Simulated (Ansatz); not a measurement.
## Swapping CH3 for F on Ge: the HOMO–LUMO gap

Gas-phase molecules. On one Ge centre that keeps Cl, n of the CH3 ligands are replaced by F. The HOMO–LUMO gap y in eV at wB97X-V/def2-TZVPP. Shapes: PBE0-D4/def2-TZVP. Programs: Ansatz 0.2.0.

| molecule | n | y (eV) |
| --- | --- | --- |
| Ge(CH3)3Cl | 0 | 13.09 |
| Ge(CH3)2ClF | 1 | 13.48 |
| Ge(CH3)ClF2 | 2 | ? |
| GeClF3 | 3 | 13.72 |

Problem. Fit y = c + s·n to the known rows and predict Ge(CH3)ClF2.

Solution. 
1. Means of the 3 rows: n = 1.33333, y = 13.430.
2. Σ(Δn)² = 4.6667, Σ(Δn·Δy) = 0.92, so the slope is 0.92/4.6667 = 0.19714.
3. Intercept: 13.430 − (0.19714) × 1.33333 = 13.167. The largest residual of the fit is 0.12.
4. Ge(CH3)ClF2: 13.167 + (0.19714) × 2 = 13.56 eV.

The run gave 13.88 eV, so the prediction is off by -0.32 eV, more than the largest residual. The steps per swap are uneven (+0.39, +0.40, -0.16), so a line is a poor model. Other levels give for Ge(CH3)ClF2: r2SCAN-D4/def2-TZVPP 7.46; PBE0-D4/def2-TZVPP 9.23 eV. Orbital gaps aren't excitation energies, and the LUMO depends on the basis. Relativity is left out for Ge. The series isn't monotonic at this level.

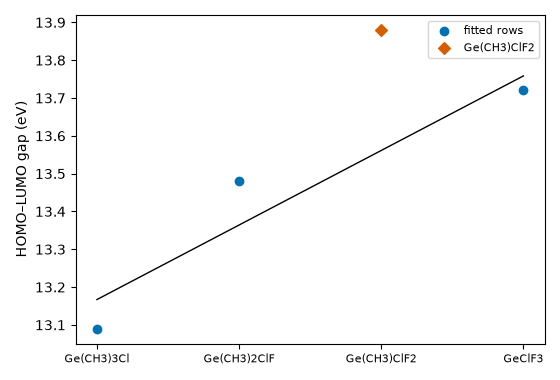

The fitted line, with the withheld member.
